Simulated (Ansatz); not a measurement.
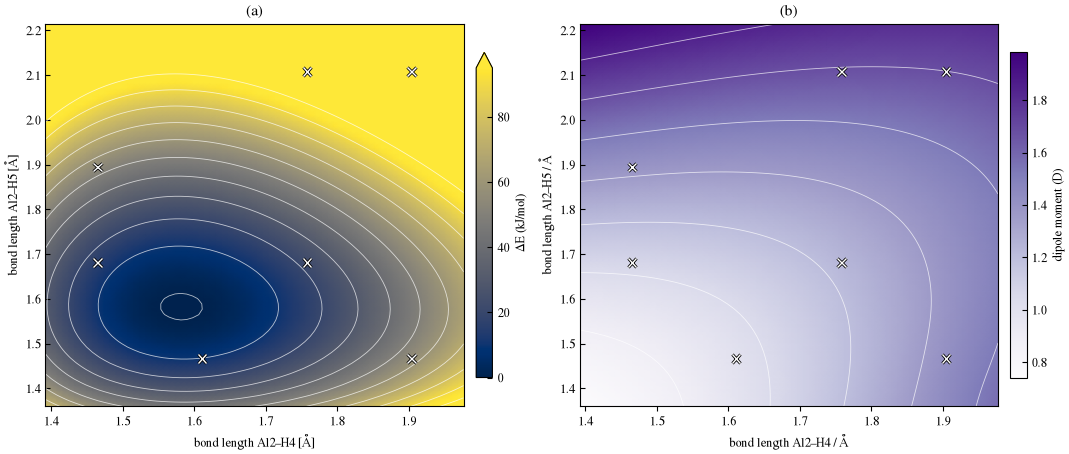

AlH3N, SMILES [NH][AlH2], spin multiplicity 2. 
- Coordinates scanned: (1) bond length Al2–H4; (2) bond length Al2–H5.
- Nothing is relaxed (all other coordinates rigid).
- Grid: 9 × 9 points. At 7 points there is no value.
- All energies are given in kJ/mol relative to the lowest grid point.
- Method: Ansatz, UKS wB97X-V/def2-SVP.

Panel (a) is the energy; panel (b) is the computed dipole moment, in D.

Drawn: a smooth colour map with a few white contour lines, crosses at grid points without a value, one colour for all values above the top of the scale. Between grid points the surface is interpolated.

### How does the dipole moment vary over the map, and what is it at the lowest grid point?

Leaving out the highest fifth of the energies, it runs from 0.74 D at bond length Al2–H4 = 1.392 Å, bond length Al2–H5 = 1.360 Å to 1.76 D at bond length Al2–H4 = 1.465 Å, bond length Al2–H5 = 2.108 Å. At the lowest grid point, bond length Al2–H4 = 1.611 Å, bond length Al2–H5 = 1.574 Å, it is 1.04 D.
